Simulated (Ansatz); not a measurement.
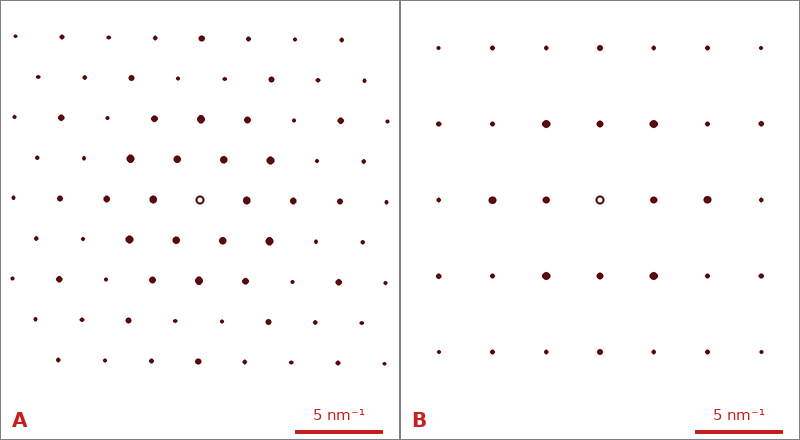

Kinematic electron diffraction patterns (120 kV, B = 0.5 Å², same scale, each along a low-index zone) of two structures of composition B3Ir, each relaxed at zero pressure with Ansatz 0.2.0, DFT PBE, scalar-relativistic, plane waves, PAW.

The structures (standard cells):
1. Pm-3m (No. 221), a = 3.236 Å, 4 atoms; generated start, possibly hypothetical
2. P6_3/mmc (No. 194), a = 4.308 Å, c = 4.891 Å (hexagonal axes), 8 atoms; generated start, possibly hypothetical

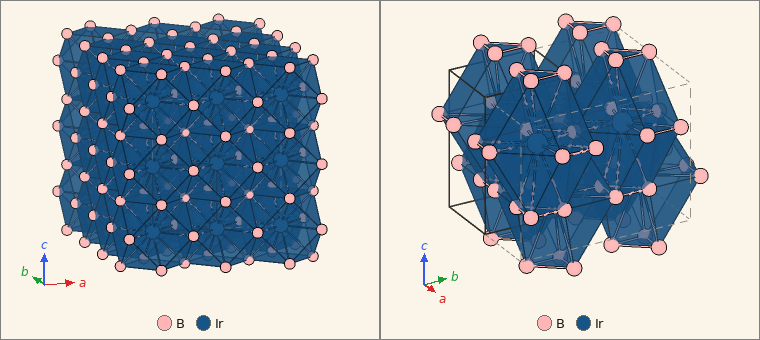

Drawings of the structures 1 to 2, from left to right (each may span several cells).

**Which pattern belongs to which structure, and along which zone?**

A is structure 2 along [001]: hexagonal net of 1 -1 0 at d = 3.73 Å and 1 0 0 at d = 3.73 Å, 60.0° apart. B is structure 1 along [110] or an equivalent direction: rectangular net of 0 0 1 at d = 3.24 Å and 1 -1 0 at d = 2.29 Å, 90.0° apart.

**Which structure lies lowest at this level of theory, and by how much?**

Structure 2 (P6_3/mmc, 9.82 Å³ an atom) is the lowest of these; structure 1 (Pm-3m, 8.47 Å³ an atom) lies about 500 meV an atom higher. These are static energies at 0 K; other structures, not shown, may lie lower still.
